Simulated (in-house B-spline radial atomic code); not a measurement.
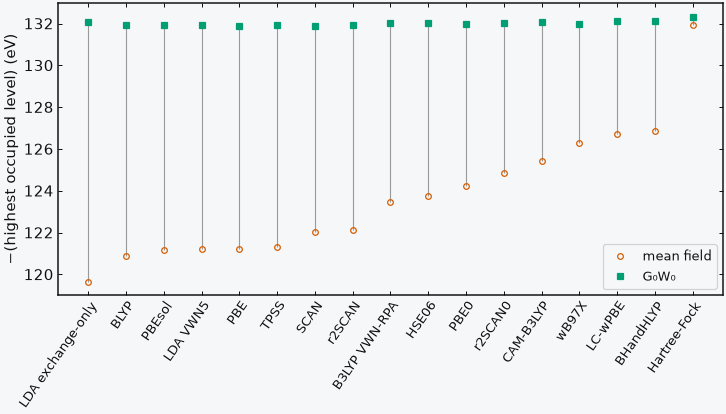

Binding energy of the highest level (4d↑) of an atom or ion with the configuration [Kr] 4d⁵, on 17 mean-field starts and after G₀W₀. All-electron spherical atom, scalar X2C, no spin-orbit coupling, Breit or QED terms; computed with a B-spline radial code.

Q: Which atom or ion is it?

A: Cd VIII (Cd⁷⁺). The mean-field values spread from 119.65 eV (LDA exchange-only) to 131.95 eV (Hartree-Fock); after G₀W₀ they lie between 131.89 eV (PBE) and 132.33 eV (Hartree-Fock), so the spread shrinks from 12.30 to 0.44 eV.
